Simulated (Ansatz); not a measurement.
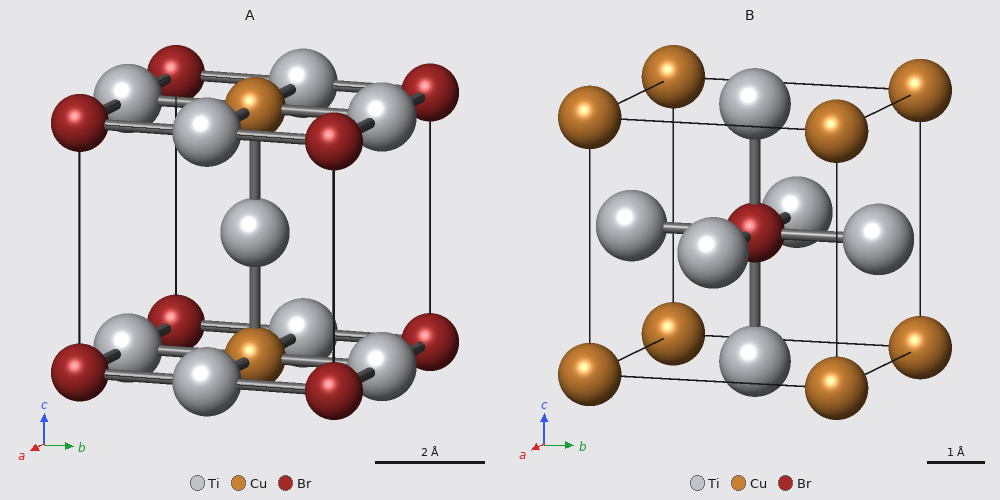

Two structures of Ti$_{3}$CuBr, each relaxed to rest (conventional cells in solid outline, small ones repeated, not to one scale). Method: Ansatz 0.2.0, DFT PBE, scalar-relativistic, plane waves, PAW, with collinear spins.

Question: What structure does each panel show?

Answer: A: 5 atoms a cell on a primitive tetragonal lattice, P4/mmm. B: cubic antiperovskite, Pm-3m.

Question: Which polymorph is favoured?

Answer: A is lower, by 116 meV/atom at this level of theory (energies at zero smearing). Volumes: A 23.2, B 19.9 Å³/atom.

One or both may be structure types tried for this composition rather than known phases.
